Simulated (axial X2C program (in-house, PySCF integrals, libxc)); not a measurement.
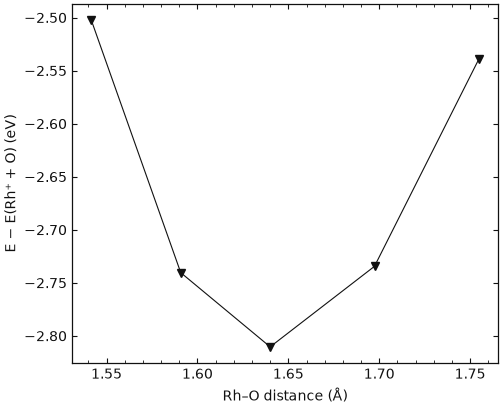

Fig. 1: Energy at 5 bond lengths, for one set of occupations held fixed; the line joins the points. A polynomial of degree 3 through 5 points gives rₑ = 1.640 Å, ωₑ = 1007 cm⁻¹ and Bₑ = 0.4527 cm⁻¹. The minimum lies 2.81 eV below Rh⁺ + O, each computed as one determinant at the same level.

Run report: RhO⁺, relativistic diatomic calculation

- system: RhO⁺, single determinant with Ω = 1.
- method: B97-3, two-component X2C with atomic mean-field Coulomb and Gaunt terms, Rh dyall-cv3z, O dyall-av3z (cores contracted) (axial X2C program (in-house, PySCF integrals, libxc))

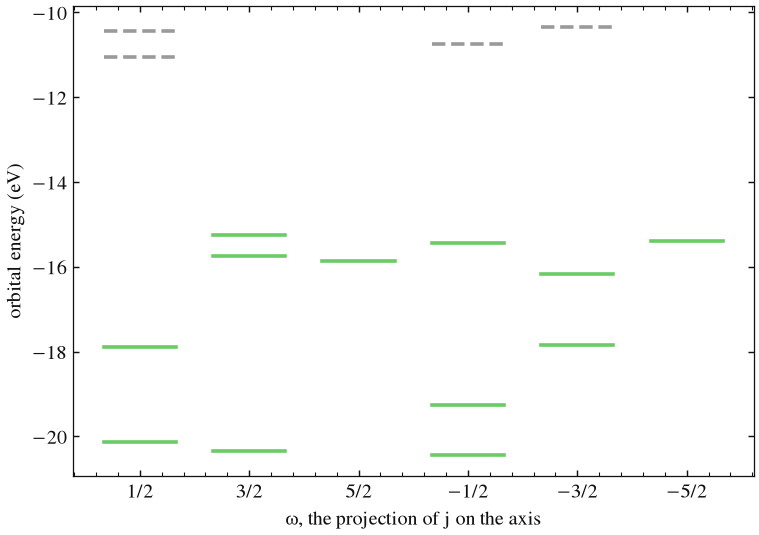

Fig. 2: Orbital energies near the frontier at 1.64 Å, filled (solid) and empty (dashed). The highest filled spinor (3/2; 60 % Rh d, 30 % O p) lies at −15.25 eV, the lowest empty one (1/2; 41 % Rh d, 27 % O p) at −11.04 eV.

These pictures come from the run below.

## The input
```
{"zs": [45, 8], "q": 1, "bas": ["dyall-cv3z", "dyall-av3z"], "levels": ["PBE0", "HF", "B97-3"], "cc": true, "r0": 1.67, "thr": -2.0, "nmax": 90, "npts": 10, "nst": 2, "ntry": 6}
```

The line is the task of a batch: nuclear charges, charge, bases, the levels to run, a first guess of the distance and further settings. This report covers B97-3 with spin-orbit coupling. The log is that of the reference distance 1.64 Å.

Launched within a batch (the task file carries these settings):
```bash
python <driver script> task.json out
```

## Output
```
two-component X2C + atomic mean field  B97-3
basis functions 204  fitting functions 954  grid points 5073
iter        total energy     max residual
   1      -4856.354417256     4.11e-02
   2      -4856.354715588     4.94e-03
   3      -4856.354788501     9.28e-03
   4      -4856.354810122     1.32e-03
   5      -4856.354820501     1.60e-03
   6      -4856.354821485     1.44e-04
   7      -4856.354821835     4.34e-04
   8      -4856.354821952     4.36e-05
   9      -4856.354821957     1.62e-05
converged
one-electron -6908.65864896  Coulomb 2086.47672411  exact exchange -39.14499331  xc functional -108.76080866  nuclear repulsion 116.16085118  atomic mean-field constant -2.42794630
```

## The points of the curve

```
R (Å)   E (hartree)  dipole (D; origin at the first atom, positive when the second is positive)  highest filled (eV)  lowest empty (eV)
1.542  −4856.343504                                                                       −1.51               −14.80             −10.71
1.591  −4856.352251                                                                       −1.55               −15.05             −10.88
1.640  −4856.354822                                                                       −1.56               −15.25             −11.04
1.697  −4856.352032                                                                       −1.53               −15.35             −11.22
1.755  −4856.344854                                                                       −1.46               −15.30             −11.38
```

## Results in brief

- outcome: converged
- bond length rₑ: 1.640 Å
- ωₑ: 1007 cm⁻¹
- energy at the minimum: −4856.35481 hartree
- depth below the fragments: 2.81 eV
- hardware: 1 thread of Intel Xeon (Granite Rapids), 176 GiB of memory available, shared host
- wall time: 10 s
- peak memory: 0.9 GiB

## Remarks

Caveats: 5 of the 10 points asked for were kept.
